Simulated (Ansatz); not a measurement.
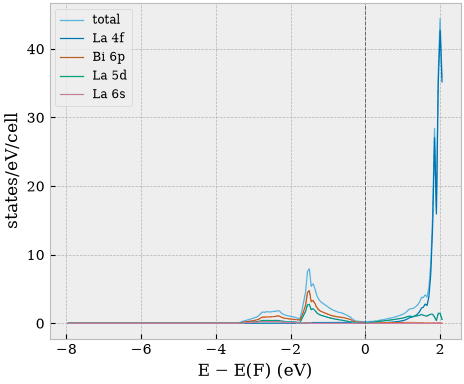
Figure: Total and projected density of states of LaBi (rock salt, Fm-3m), plane-wave PAW LDA (Ansatz code)

Which orbitals carry the states next to the Fermi level?

Within 0.5 eV of the Fermi level: Bi 6p 44 %, La 5d 39 %, La 4f 14 %. Projections are on Löwdin-orthogonalised atomic valence shells; empty p or d shells of many metals are not among them.

Where is the tallest occupied peak in this window, and what makes it?

Near -1.5 eV, about 8.0 states/eV per cell; the largest projected share is Bi 6p.

The workflow started from a Materials Project entry (that database holds measured and hypothetical structures alike); the Crystallography Open Database files this formula in space group No. 225, but the cells were not matched. Whether it is the stable phase at ambient conditions was not checked. The LDA relaxation kept the symmetry of its start; of distortions, only those at the zone centre were tested. Scalar-relativistic: spin–orbit coupling is off unless named, which matters more the heavier the elements.

Potentials: the later of the program's two PAW sets.
